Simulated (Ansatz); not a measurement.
# revPBE/cc-pVDZ run of CH2FNOSi (SMILES O=C=N[SiH2]F)

What is the energy change on altering one bond length of CH2FNOSi at revPBE/cc-pVDZ? 

Program for the calculation: Ansatz 0.2.0.

153 further runs of the same task are left out: 153 set aside as unsound or not needed.

### Step 1. Starting point

CH2FNOSi has 7 atoms, charge 0, and is taken as a singlet. As SMILES, `O=C=N[SiH2]F`. The shape is that of a PBE0-D4/def2-TZVP optimisation. This is one conformer, not always the lowest.

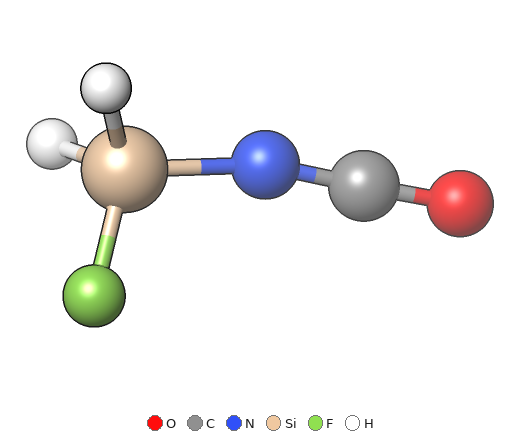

The structure, seen from a chosen angle (oxygen red, carbon grey, nitrogen blue, silicon light orange, fluorine green, hydrogen white).

### Step 2. A single-point energy at revPBE/cc-pVDZ

The input, run.yaml:

```yaml
crystal:
  periodic: [false, false, false]
  atoms:
    - {symbol: O, position_ang: [-0.573800, -2.908000, -0.552000]}
    - {symbol: C, position_ang: [-0.306900, -1.816900, -0.256100]}
    - {symbol: N, position_ang: [-0.019000, -0.706200, 0.076100]}
    - {symbol: Si, position_ang: [0.212100, 0.968300, 0.188900]}
    - {symbol: F, position_ang: [-0.420200, 1.671000, -1.091000]}
    - {symbol: H, position_ang: [-0.490300, 1.470300, 1.384800]}
    - {symbol: H, position_ang: [1.659300, 1.253600, 0.203700]}
basis:
  gaussian: {orbitals: cc-pVDZ}
hamiltonian: {xc: {name: revPBE}}
accuracy: high
output: {orbitals: {seedname: orbitals}}
```

Run with:

```console
ansatz run run.yaml --threads 1 --pin off --max-ram 3480MiB --events-out events.jsonl --progress --plain --runs-dir runs
```

What it wrote:

```text
Warning: RAYON_NUM_THREADS=1 ignored (pool sized by the plan → 1); use --threads N
Functional definition: revPBE
  name "revPBE"
  parameter kappa = 1.245
  parameter beta = 0.06672455060314922
  exchange = pbe_x(kappa = kappa, mu = beta*pi^2/3)
  correlation = pbe_c(beta = beta)
1809 factors; integrals over basis functions are off by at most 3.6e-9 eV
mean field evaluation 1: about -15192.9439 eV, gradient 6.1e1 eV
mean field evaluation 2: about -15180.8229 eV, gradient 9.9e1 eV
mean field evaluation 4: about -15199.3572 eV, gradient 1.1e1 eV
mean field evaluation 8: about -15199.5983 eV, gradient 5.1e-1 eV
mean field evaluation 16: about -15199.5992 eV, gradient 3.7e-5 eV
mean field -15199.59921236 eV, -558.5749683957 hartree, gradient 2.9e-8 eV, S^2 0.000000; 0 other end points of the search recorded, 0 dependent functions left out
reference -15199.59921604 eV, -558.5749685309 hartree; 23, 23 occupied and 61, 61 virtual orbitals, 1809 factors
Total energy: -15199.59921604 eV, -558.5749685309 hartree
```

Run time: 5.7 s. Hardware: 1 thread of Arm Neoverse V1, shared host; peak memory 0.2 GiB.

### Step 3. The distorted shape, same level

The input, job.yaml:

```yaml
crystal:
  periodic: [false, false, false]
  atoms:
    - symbol: O
      position_ang: [-0.707253, -3.453564, -0.699954]
    - symbol: C
      position_ang: [-0.306900, -1.816900, -0.256100]
    - symbol: "N"
      position_ang: [-0.019000, -0.706200, 0.076100]
    - symbol: Si
      position_ang: [0.212100, 0.968300, 0.188900]
    - symbol: F
      position_ang: [-0.420200, 1.671000, -1.091000]
    - symbol: H
      position_ang: [-0.490300, 1.470300, 1.384800]
    - symbol: H
      position_ang: [1.659300, 1.253600, 0.203700]
basis:
  gaussian: {orbitals: cc-pVDZ}
total_charge: 0
hamiltonian: {xc: {name: revPBE}}
accuracy: high
output: {orbitals: {seedname: orbitals}}
```

Run with:

```console
ansatz run job.yaml --threads 1 --pin off --max-ram 3480MiB --events-out events.jsonl --progress --plain --runs-dir runs
```

What it wrote:

```text
Warning: RAYON_NUM_THREADS=1 ignored (pool sized by the plan → 1); use --threads N
Functional definition: revPBE
  name "revPBE"
  parameter kappa = 1.245
  parameter beta = 0.06672455060314922
  exchange = pbe_x(kappa = kappa, mu = beta*pi^2/3)
  correlation = pbe_c(beta = beta)
1807 factors; integrals over basis functions are off by at most 3.6e-9 eV
mean field evaluation 1: about -15188.0097 eV, gradient 6.2e1 eV
mean field evaluation 2: about -15068.9062 eV, gradient 1.9e2 eV
mean field evaluation 4: about -15193.0701 eV, gradient 2.7e1 eV
mean field evaluation 8: about -15194.8468 eV, gradient 8.1e0 eV
mean field evaluation 16: about -15195.0014 eV, gradient 4.7e-3 eV
mean field -15195.00143371 eV, -558.4060031469 hartree, gradient 4.0e-8 eV, S^2 0.000000; 0 other end points of the search recorded, 0 dependent functions left out
reference -15195.00143746 eV, -558.4060032847 hartree; 23, 23 occupied and 61, 61 virtual orbitals, 1807 factors
Total energy: -15195.00143746 eV, -558.4060032847 hartree
```

Run time: 5.7 s. Hardware: 1 thread of Arm Neoverse V1, shared host; peak memory 0.2 GiB.

### Step 4. Results

Level: revPBE/cc-pVDZ.

| quantity | value |
| --- | --- |
| first shape: total energy | -558.57497 Eh |
| first shape: HOMO energy | -7.21 eV |
| first shape: LUMO energy | -0.77 eV |
| first shape: HOMO–LUMO gap | 6.44 eV |
| distorted shape: total energy | -558.40600 Eh |
| distorted shape: HOMO energy | -6.05 eV |
| distorted shape: LUMO energy | -3.05 eV |
| distorted shape: HOMO–LUMO gap | 3.00 eV |
| energy change with the O1–C2 bond stretched from 1.162 to 1.742 Å | 4.598 eV |

With the O1–C2 bond stretched from 1.162 to 1.742 Å the energy rises by 4.60 eV (106 kcal/mol). The first shape isn't relaxed at this level, so the change isn't measured from a minimum. A restricted reference can't describe the breaking bond well at this length.
